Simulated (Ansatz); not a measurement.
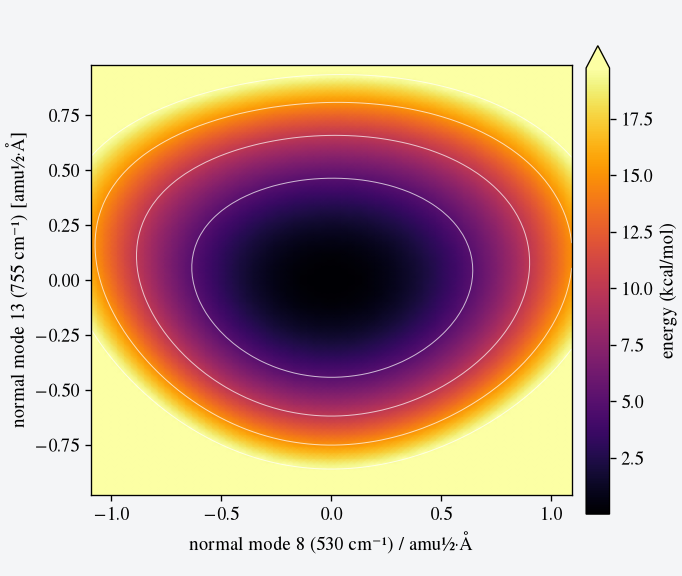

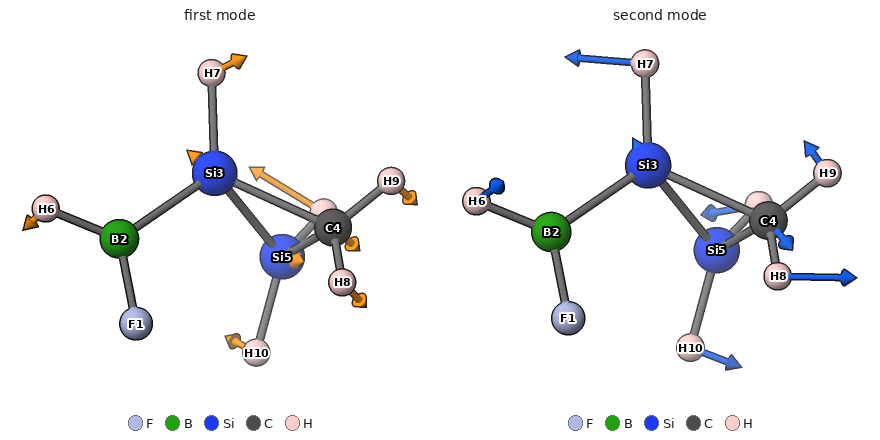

Energy landscape of CH6BFSi2, SMILES FB[SiH]1C[SiH2]1. 
- First axis: normal mode 8 (530 cm⁻¹). Second axis: normal mode 13 (755 cm⁻¹).
- Nothing is relaxed (straight displacements along the two mass-weighted modes).
- The scan uses a 13 × 13 grid.
- All energies are given in kcal/mol relative to the relaxed molecule at the same level.
- Method: RKS CAM-B3LYP-D4/def2-SVP (Ansatz).

In the figure: a smooth colour map with a few white contour lines, one colour for all values above the top of the scale. Between grid points the surface is interpolated. The second picture is the structure at the lowest point

What does the map say about the system?

Answer. The lowest grid point is at normal mode 8 (530 cm⁻¹) = 0.000 amu½·Å, normal mode 13 (755 cm⁻¹) = 0.000 amu½·Å, 0.0 kcal/mol from the relaxed molecule at the same level. It is the only kind of minimum in the scanned range. The highest grid point, normal mode 8 (530 cm⁻¹) = −1.094 amu½·Å, normal mode 13 (755 cm⁻¹) = −0.977 amu½·Å, lies 56.9 kcal/mol above the lowest.

Time for the 169 points that were run: 30 min on 1 thread of Intel(R) Xeon(R) Platinum 8259CL CPU @ 2.50GHz (Skylake/Cascade Lake) (shared host).
